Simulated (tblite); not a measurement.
**C2H4AlFO: geometry relaxation**

The run: geometry relaxation of C2H4AlFO. Method and program: GFN2-xTB geometry optimisation, gas phase (tblite 0.8.0).

It belongs to a series of runs on one base structure; here: Br replaced by F.

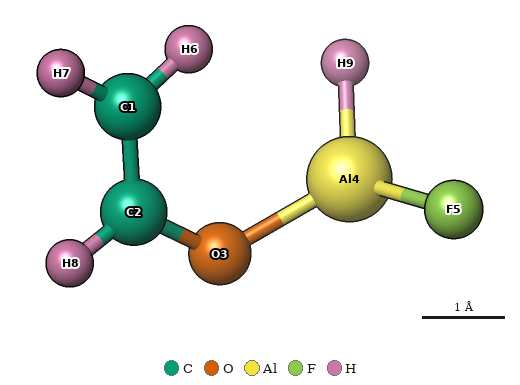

**Figure 1.** The structure as given in the input (ball-and-stick view, seen at a tilt; atoms are numbered from 1 in the order of the input). Sticks mark near contacts. Bond lengths as drawn: Al–F 1.81 Å, Al–H 1.57 Å, Al–O 1.86 Å, C–C 1.34 Å, C–H 1.09 Å and C–O 1.38 Å.

Results in brief

| quantity | value |
| --- | --- |
| outcome | converged |
| total energy | −443.9686 eV |
| hardware | 1 CPU thread, shared host |
| peak memory | 0.18 GiB |

The input
```
{"job": {"kind": "relax", "xc": "GFN2-xTB", "basis": "xTB"}, "charge": 0, "multiplicity": 1}
C     -1.251000    -0.013900     0.471500
C     -0.720100    -0.958900    -0.310300
O      0.471100    -0.753100    -0.980100
Al     1.652700     0.607800    -0.533600
F      2.958900     0.142500     0.637100
H     -0.784800     0.965300     0.578200
H     -2.182300    -0.165400     1.008800
H     -1.249900    -1.905300    -0.351100
H      1.118900     2.087100    -0.545600
```

The first line tells a small driver script what to run in tblite; the rest is the geometry in Å.

Launched with:
```bash
OMP_NUM_THREADS=1 python <driver script> task.json out
```

The program's output
```
step      E/eV     max force
  0    -442.78483    2.599
  1    -443.03536    2.080
  2    -443.23172    3.744
  3    -443.44660    0.874
  4    -443.49412    0.677
  5    -443.55505    0.375
  6    -443.56272    0.365
  7    -443.58137    0.340
  8    -443.58851    0.389
  9    -443.60166    0.371
 10    -443.61372    0.442
 11    -443.63611    0.640
 12    -443.66650    0.654
 13    -443.69969    0.628
 14    -443.72568    0.670
 15    -443.74953    0.574
 16    -443.77791    0.728
 17    -443.80834    0.585
 18    -443.82652    0.570
 19    -443.84137    0.558
 20    -443.85645    0.527
 21    -443.87572    0.522
 22    -443.90430    0.471
 23    -443.92003    0.318
 24    -443.92516    0.274
 25    -443.93136    0.215
 26    -443.93622    0.131
 27    -443.93800    0.144
 28    -443.93984    0.146
 29    -443.94246    0.166
 30    -443.94581    0.193
 31    -443.94880    0.154
 32    -443.95047    0.107
 33    -443.95138    0.100
 34    -443.95256    0.122
 35    -443.95431    0.153
 36    -443.95622    0.134
 37    -443.95768    0.095
 38    -443.95864    0.091
 39    -443.95957    0.102
 40    -443.96091    0.142
 41    -443.96272    0.152
 42    -443.96451    0.109
 43    -443.96579    0.102
 44    -443.96664    0.093
 45    -443.96728    0.073
 46    -443.96775    0.045
 47    -443.96805    0.036
 48    -443.96822    0.040
 49    -443.96831    0.021
 50    -443.96836    0.021
 51    -443.96841    0.018
 52    -443.96846    0.023
 53    -443.96852    0.024
 54    -443.96856    0.015
 55    -443.96858    0.010
 56    -443.96859    0.010
 57    -443.96860    0.010
 58    -443.96861    0.008
```

Trajectory as extended XYZ (Å, eV, eV/Å), 11 of the 59 frames kept, from step=0 to step=58
```
9
Properties=species:S:1:pos:R:3:forces:R:3 step=0 energy=-442.78483
C    -1.2510   -0.0139    0.4715   -0.0710  -0.2490  -0.2040
C    -0.7201   -0.9589   -0.3103    0.3560   1.4260   0.5510
O     0.4711   -0.7531   -0.9801    0.4990   1.1510   0.9840
Al    1.6527    0.6078   -0.5336   -0.6360  -1.8650   1.6950
F     2.9589    0.1425    0.6371   -1.6150   0.7200  -1.8860
H    -0.7848    0.9653    0.5782   -0.0980  -0.3890  -0.0300
H    -2.1823   -0.1654    1.0088    0.3260  -0.0360  -0.2230
H    -1.2499   -1.9053   -0.3511    0.5970  -0.1300  -0.5610
H     1.1189    2.0871   -0.5456    0.6410  -0.6300  -0.3250
9
Properties=species:S:1:pos:R:3:forces:R:3 step=6 energy=-443.56272
C    -1.2752    0.0016    0.4810   -0.1250   0.0370   0.1080
C    -0.7026   -0.9070   -0.2814   -0.0700   0.0430   0.0710
O     0.4920   -0.6844   -0.8749    0.0200  -0.1540   0.0360
Al    1.5363    0.5362   -0.4060    0.1090  -0.0250   0.0650
F     2.8679    0.1902    0.4874    0.2180  -0.0690  -0.0260
H    -0.7874    0.9600    0.5906   -0.1000   0.0160   0.1320
H    -2.1918   -0.1783    1.0002   -0.1830   0.0230   0.0190
H    -1.1372   -1.8835   -0.4349    0.0630  -0.1680  -0.2030
H     1.2114    1.9712   -0.5872    0.0660   0.2970  -0.2020
9
Properties=species:S:1:pos:R:3:forces:R:3 step=12 energy=-443.66650
C    -1.3686   -0.0486    0.5162   -0.1440   0.1280   0.0380
C    -0.7352   -0.9230   -0.2489   -0.1280   0.3840   0.2630
O     0.5111   -0.6557   -0.6879    0.1240   0.0640   0.0310
Al    1.5855    0.5744   -0.3601    0.3970   0.4660  -0.2290
F     3.0003    0.1586    0.3863   -0.0900   0.1060  -0.0970
H    -0.9008    0.9133    0.7191    0.1400  -0.2190  -0.0370
H    -2.3283   -0.1613    0.9779   -0.1640  -0.3500  -0.1880
H    -1.0906   -1.8911   -0.5664   -0.2400  -0.0870   0.0780
H     1.3402    2.0394   -0.7614    0.1060  -0.4910   0.1400
9
Properties=species:S:1:pos:R:3:forces:R:3 step=17 energy=-443.80834
C    -1.5169   -0.0889    0.5548   -0.0070  -0.0010   0.0830
C    -0.7620   -0.8813   -0.1809    0.0630  -0.1880  -0.1700
O     0.5302   -0.5359   -0.4139   -0.2030   0.0220  -0.0880
Al    1.7162    0.6338   -0.3987   -0.2620  -0.5210  -0.0500
F     3.1454    0.1674    0.2391    0.3470   0.0040   0.0780
H    -0.9978    0.7997    0.8829   -0.3480   0.1860   0.2710
H    -2.5345   -0.2703    0.8611    0.2290  -0.0240  -0.1960
H    -1.0890   -1.8192   -0.6396    0.1920   0.2720   0.1610
H     1.5220    2.0006   -0.9298   -0.0100   0.2500  -0.0890
9
Properties=species:S:1:pos:R:3:forces:R:3 step=23 energy=-443.92003
C    -1.6208   -0.1217    0.6140   -0.0560   0.0060  -0.0120
C    -0.7704   -0.8116   -0.1203   -0.0240   0.1630   0.1200
O     0.5133   -0.4160   -0.2305    0.2090  -0.0920  -0.2220
Al    1.8151    0.5712   -0.4447    0.2000   0.1810   0.0630
F     3.3280    0.2022    0.0804    0.0450  -0.1260   0.0170
H    -1.2781    0.7536    1.1434   -0.0850  -0.0150  -0.0430
H    -2.6510   -0.3895    0.6856   -0.2090  -0.1050   0.1020
H    -1.0237   -1.7068   -0.6765    0.0070   0.0370   0.0170
H     1.7012    1.9245   -1.0765   -0.0860  -0.0500  -0.0420
9
Properties=species:S:1:pos:R:3:forces:R:3 step=29 energy=-443.94246
C    -1.6434   -0.1261    0.6190   -0.0390   0.0450   0.0510
C    -0.7564   -0.7782   -0.1105   -0.1300   0.0540   0.0470
O     0.5305   -0.3920   -0.2479   -0.0290   0.0960   0.0490
Al    1.8569    0.5756   -0.4380    0.0830   0.0490  -0.0170
F     3.3726    0.1706    0.0676   -0.0810  -0.0450  -0.0120
H    -1.3609    0.7526    1.1766    0.0000   0.0090  -0.0640
H    -2.6729   -0.4351    0.6802    0.1470  -0.0760   0.0070
H    -1.0157   -1.6703   -0.6647    0.0350  -0.0780  -0.0790
H     1.7029    1.9090   -1.1074    0.0150  -0.0530   0.0180
9
Properties=species:S:1:pos:R:3:forces:R:3 step=35 energy=-443.95431
C    -1.6742   -0.1315    0.6355    0.0620  -0.0460  -0.0560
C    -0.7625   -0.7401   -0.0978    0.1410  -0.0280  -0.0530
O     0.5137   -0.3082   -0.2151   -0.0190   0.0410  -0.0150
Al    1.8891    0.5782   -0.4374   -0.0720  -0.0270  -0.0180
F     3.3948    0.1174    0.0429   -0.0290  -0.0290   0.0160
H    -1.4374    0.7590    1.1900   -0.0190   0.0170   0.0240
H    -2.6710   -0.5171    0.6827   -0.1360   0.0000   0.0660
H    -0.9746   -1.6327   -0.6777    0.0020   0.0140   0.0500
H     1.7357    1.8810   -1.1484    0.0700   0.0570  -0.0130
9
Properties=species:S:1:pos:R:3:forces:R:3 step=41 energy=-443.96272
C    -1.6884   -0.1493    0.6341   -0.0580   0.0140   0.0750
C    -0.7569   -0.7315   -0.0984   -0.1110   0.0270   0.0310
O     0.4962   -0.2473   -0.2229    0.0090  -0.0050  -0.0540
Al    1.8898    0.5988   -0.4551   -0.0210   0.0270  -0.0040
F     3.3587    0.0583    0.0495    0.0370  -0.0130   0.0160
H    -1.4701    0.7572    1.1752   -0.0060  -0.0240  -0.0080
H    -2.6825   -0.5516    0.7297    0.1320  -0.0130  -0.0740
H    -0.9332   -1.6349   -0.6697   -0.0280  -0.0460   0.0280
H     1.7999    1.9064   -1.1676    0.0470   0.0340  -0.0100
9
Properties=species:S:1:pos:R:3:forces:R:3 step=46 energy=-443.96775
C    -1.6992   -0.1533    0.6440    0.0220  -0.0230   0.0060
C    -0.7616   -0.7116   -0.0978    0.0170  -0.0300   0.0020
O     0.4774   -0.1990   -0.2566   -0.0030  -0.0080  -0.0040
Al    1.8967    0.6085   -0.4731    0.0220   0.0250   0.0190
F     3.3418    0.0184    0.0552   -0.0210   0.0170  -0.0160
H    -1.5156    0.7598    1.1819    0.0040   0.0440  -0.0080
H    -2.6686   -0.6022    0.7359   -0.0360  -0.0200   0.0120
H    -0.9193   -1.6394   -0.6361   -0.0310   0.0050  -0.0150
H     1.8620    1.9247   -1.1786    0.0260  -0.0120   0.0030
9
Properties=species:S:1:pos:R:3:forces:R:3 step=52 energy=-443.96846
C    -1.6950   -0.1549    0.6458    0.0060  -0.0020  -0.0130
C    -0.7626   -0.7185   -0.0989    0.0150   0.0150  -0.0090
O     0.4755   -0.2053   -0.2672    0.0010   0.0050   0.0080
Al    1.8910    0.6147   -0.4706   -0.0100  -0.0120  -0.0040
F     3.3318    0.0196    0.0596    0.0100   0.0080   0.0020
H    -1.5068    0.7664    1.1701   -0.0060  -0.0020  -0.0030
H    -2.6657   -0.6016    0.7454   -0.0060  -0.0030   0.0170
H    -0.9257   -1.6460   -0.6358   -0.0170  -0.0100  -0.0020
H     1.8709    1.9316   -1.1736    0.0060   0.0010   0.0030
9
Properties=species:S:1:pos:R:3:forces:R:3 step=58 energy=-443.96861
C    -1.6948   -0.1545    0.6444   -0.0020   0.0010   0.0040
C    -0.7633   -0.7187   -0.1011   -0.0040  -0.0060   0.0010
O     0.4754   -0.2075   -0.2694   -0.0040   0.0030  -0.0060
Al    1.8909    0.6129   -0.4714    0.0030  -0.0030   0.0040
F     3.3339    0.0241    0.0609    0.0020   0.0020   0.0000
H    -1.5071    0.7678    1.1671    0.0000  -0.0020  -0.0020
H    -2.6644   -0.6029    0.7507    0.0020   0.0020   0.0000
H    -0.9307   -1.6472   -0.6359    0.0030   0.0020   0.0000
H     1.8736    1.9320   -1.1705   -0.0010  -0.0010  -0.0010
```

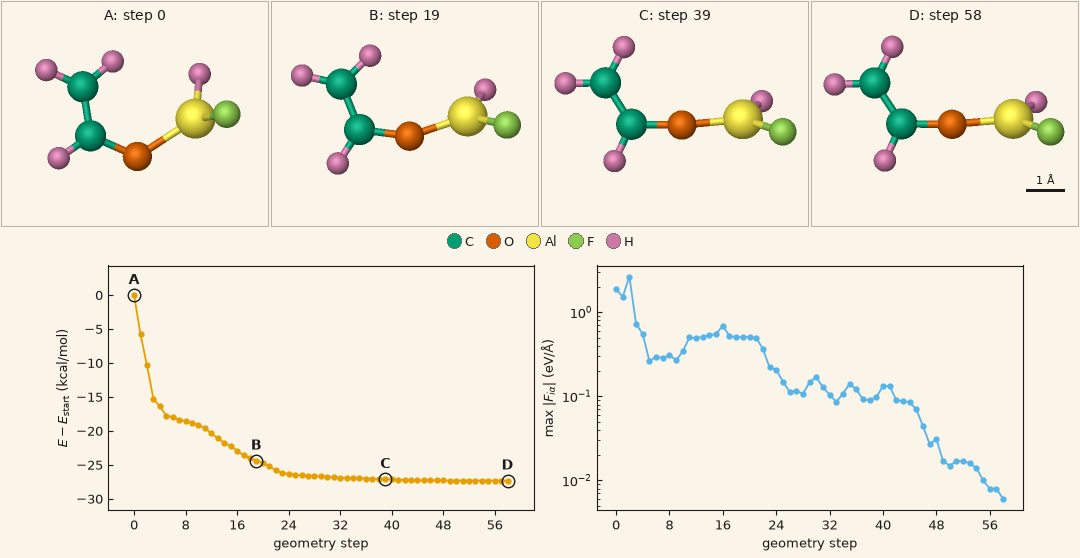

**Figure 2.** Frames of the relaxation (ball-and-stick view, seen at a tilt) above the curves, on which the letters mark them (steps are counted from 0).

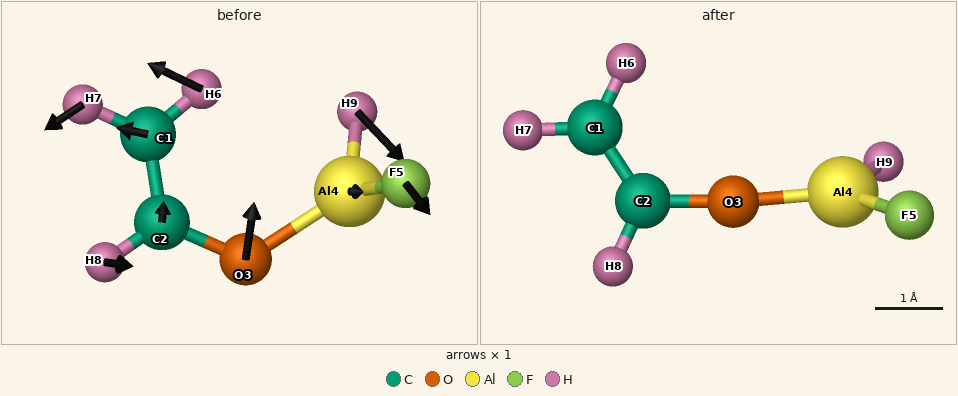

**Figure 3.** Before (left) and after (right) the relaxation, at one scale (ball-and-stick view, seen at a tilt). The black arrows give the displacements, at true length. The atom that moves furthest after the best rigid fit is H9 (1.04 Å). By element the largest moves are H 1.04 Å, O 0.91 Å, F 0.63 Å, C 0.49 Å, Al 0.26 Å. Distances before and after: O3–Al4 1.857 → 1.648 Å, Al4–F5 1.815 → 1.647 Å, Al4–H9 1.573 → 1.493 Å, C2–O3 1.382 → 1.351 Å. Among the angles that change: C2–O3–Al4 122.8° → 172.4°, O3–C2–H8 122.2° → 113.8°, O3–Al4–F5 115.2° → 122.3°. After 58 geometry steps the energy has fallen by 27.3 kcal/mol. The largest force component goes from 1.9 to 0.006 eV/Å. (Atoms are counted from 1 in the order of the input.)
